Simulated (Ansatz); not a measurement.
**B₂NH₄ radical: geometry optimisation**

Aim: relax B₂NH₄ radical at this level.

Computed with Ansatz 0.2.0. Level: UKS r2SCAN0-D4/def2-TZVP.

### Step 1. The system as given

SMILES `B[N]B`, 7 atoms, charge 0, spin multiplicity 2.

Atoms are counted from 1 here; the program's logs count them from 0.

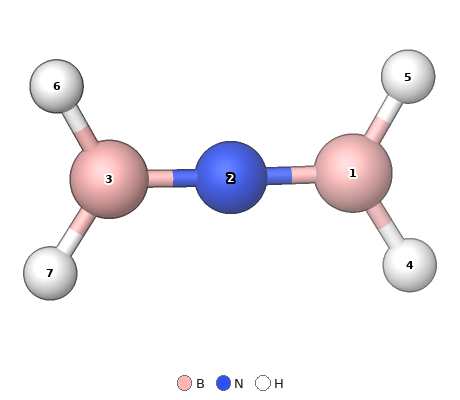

Start geometry, drawn with boron pink, nitrogen blue, hydrogen white; atoms are numbered from 1 in the order of the file.

Coordinates:

```tsv
atom	x (Å)	y (Å)	z (Å)
B1	-1.1205	0.2059	-0.7480
N2	0.0052	-0.0344	-0.0087
B3	1.1367	-0.2345	0.7339
H4	-1.4312	-0.5280	-1.6812
H5	-1.8408	1.1668	-0.4917
H6	1.4456	0.5561	1.6211
H7	1.8663	-1.1997	0.5289
```

### Step 2. Relaxation

File input.yaml:

```yaml
crystal:
  periodic: [false, false, false]
  atoms:
    - { symbol: B, position_ang: [-1.120516, 0.205896, -0.748038] }
    - { symbol: "N", position_ang: [0.005233, -0.034448, -0.008677] }
    - { symbol: B, position_ang: [1.136713, -0.23453, 0.733881] }
    - { symbol: H, position_ang: [-1.43121, -0.528008, -1.681183] }
    - { symbol: H, position_ang: [-1.840828, 1.166775, -0.491669] }
    - { symbol: H, position_ang: [1.44558, 0.556119, 1.62111] }
    - { symbol: H, position_ang: [1.866328, -1.199703, 0.528876] }
magnetization:
  spin_polarized: true
  initial_magnetization: 1
basis:
  gaussian: { orbitals: def2-TZVP }
hamiltonian:
  xc: { name: r2SCAN0 }
  dispersion: d4
output:
  forces: true
relax:
  f_tol: 0.003
  max_steps: 120
```

The run is started by

```sh
$ ansatz run input.yaml --threads 1 --pin off --max-ram 2560MiB --backend cpu --events-out ev --progress --plain --runs-dir out
```

Log, shortened:

```text
Warning: RAYON_NUM_THREADS=1 ignored (pool sized by the plan → 1); use --threads N
[...]
Functional definition: r2SCAN0
[...]
669 factors; their error is unknown
[...]
mean field -2906.01262399 eV, -106.7939941657 hartree, gradient 5.2e-5 eV, S^2 0.762560; 0 other end points of the search recorded, 0 dependent functions left out
[...]
reference -2906.01263698 eV, -106.7939946429 hartree; 11, 10 occupied and 106, 107 virtual orbitals, 669 factors
relax step   1: F+E_penalty+E_count = -2906.03428714 eV  Δ(F+E_penalty+E_count) = +0.000e0 eV  max|allowed force component| = 5.216e-1 eV/Å  Δτ_max = 0.0000 Å  (31 SCF iters, accepted)
[...]
relax step   3: F+E_penalty+E_count = -2906.07978949 eV  Δ(F+E_penalty+E_count) = -3.257e-3 eV  max|allowed force component| = 8.813e-2 eV/Å  Δτ_max = 0.0180 Å  (36 SCF iters, accepted)
[...]
relax step   4: F+E_penalty+E_count = -2906.08077834 eV  Δ(F+E_penalty+E_count) = -9.889e-4 eV  max|allowed force component| = 2.269e-3 eV/Å  Δτ_max = 0.0185 Å  (35 SCF iters, accepted)
669 factors; their error is unknown
mean field -2906.05909974 eV, -106.7957021179 hartree, gradient 3.5e-5 eV, S^2 0.761714; 1 other end points of the search recorded, 0 dependent functions left out
[...]
reference -2906.05911262 eV, -106.7957025910 hartree; 11, 10 occupied and 106, 107 virtual orbitals, 669 factors
Total energy: -2906.08079122 eV, -106.7964992650 hartree
Atom 0 at    -1.116525     0.208365    -0.745853 Å, force    -0.001541     0.000844    -0.001289 eV/Å
Atom 1 at     0.008570    -0.016678    -0.008311 Å, force     0.000476     0.001946    -0.000217 eV/Å
Atom 2 at     1.134040    -0.229847     0.732178 Å, force     0.002117     0.000442     0.000876 eV/Å
Atom 3 at    -1.405209    -0.541203    -1.633612 Å, force    -0.000590    -0.000415     0.001262 eV/Å
Atom 4 at    -1.806813     1.155142    -0.499227 Å, force    -0.000784    -0.000938    -0.001599 eV/Å
Atom 5 at     1.416323     0.530618     1.612928 Å, force     0.000666    -0.002269     0.000874 eV/Å
Atom 6 at     1.830914    -1.174295     0.496198 Å, force    -0.000344     0.000391     0.000093 eV/Å
Dipole moment:     0.000085     0.000353    -0.000027 e Å
```

Run time: 21 s. Hardware: 1 thread of Intel Xeon Platinum 8488C (Sapphire Rapids), shared host; peak memory 0.24 GiB.

Relaxation path:

```tsv
step	energy from step 1 (eV)	largest force component (eV/Å)
1	0.0000	0.5216
2	-0.0422	0.2006
3	-0.0455	0.0881
4	-0.0465	0.0023
```

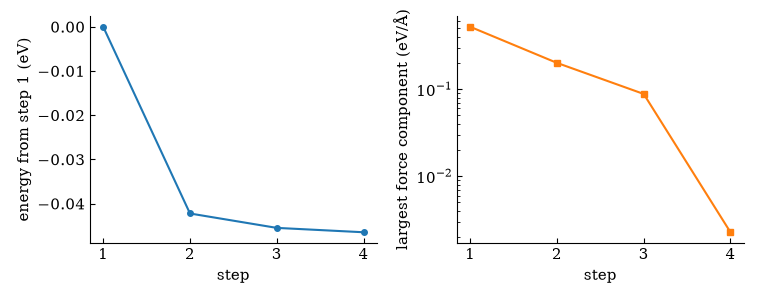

Energy and largest force along the relaxation.

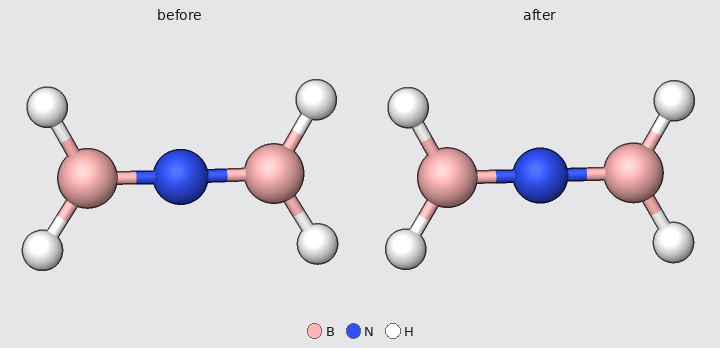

Before and after, at one scale.

Close pairs (by a distance rule), those that changed most:

```tsv
bond	before (Å)	after (Å)	change (Å)
B1–H5	1.228	1.197	-0.031
B3–H6	1.228	1.197	-0.031
B3–H7	1.227	1.197	-0.030
B1–H4	1.227	1.197	-0.030
B1–N2	1.368	1.364	-0.004
N2–B3	1.368	1.364	-0.004
```

### Step 3. Summary of results

```
             quantity      value
        energy gained  0.0465 eV
root mean square move    0.037 Å
        dipole moment     0.00 D
```

**Reading.** Bond lengths: B1–N2 1.364 Å, B1–H4 1.197 Å, B1–H5 1.197 Å, N2–B3 1.364 Å, B3–H6 1.197 Å, B3–H7 1.197 Å. Angles: N2–B1–H4 119.8°, N2–B1–H5 119.6°, H4–B1–H5 120.6°, B1–N2–B3 179.5°, N2–B3–H6 119.6°, N2–B3–H7 119.8°, H6–B3–H7 120.6°. No frequencies were computed here.
